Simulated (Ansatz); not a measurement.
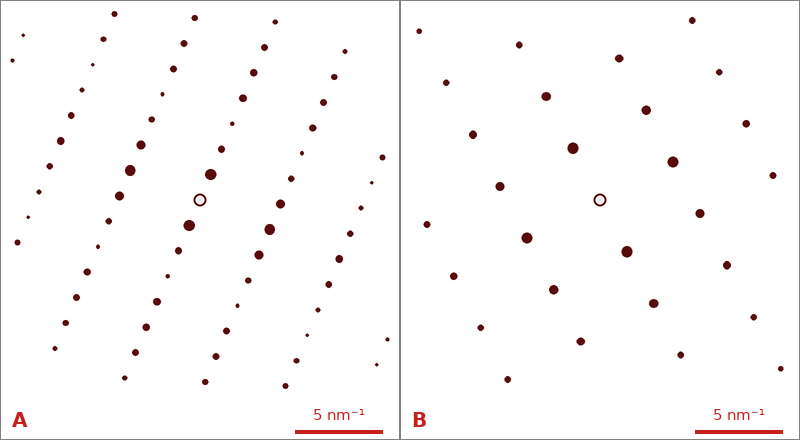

Kinematic electron diffraction patterns (200 kV, B = 0.5 Å², same scale, each along a low-index zone) of two structures of composition LiW, each relaxed at zero pressure with Ansatz, DFT PBE, scalar-relativistic, plane waves, PAW.

The structures (standard cells):
1. P4/nmm (No. 129), a = 3.249 Å, c = 6.300 Å, 4 atoms; generated start, possibly hypothetical
2. Pm-3m (No. 221), a = 2.984 Å, 2 atoms; generated start, possibly hypothetical

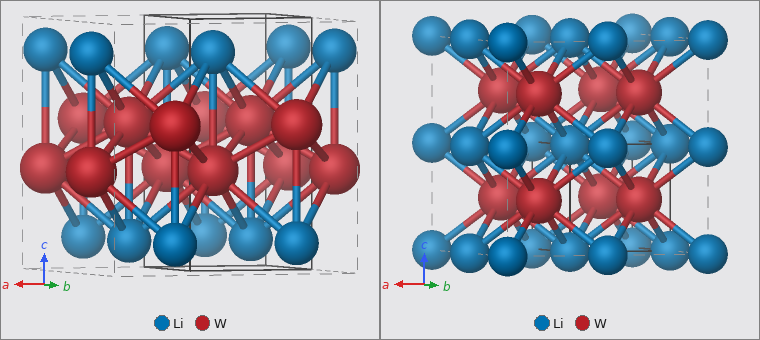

Drawings of the structures 1 to 2, from left to right (each may span several cells).

**Which pattern belongs to which structure, and along which zone?**

A is structure 1 along [110] or an equivalent direction: rectangular net of 0 0 1 at d = 6.30 Å and 1 -1 0 at d = 2.30 Å, 90.0° apart (some points of this net are extinct or too weak to see). B is structure 2 along [110] or an equivalent direction: rectangular net of 0 0 1 at d = 2.98 Å and 1 -1 0 at d = 2.11 Å, 90.0° apart.

**Rank the structures by their computed energy.**

Structure 1 (P4/nmm, 16.63 Å³ an atom) is the lowest of these; structure 2 (Pm-3m, 13.29 Å³ an atom) lies about 510 meV an atom higher. These are static energies at 0 K; other structures, not shown, may lie lower still.
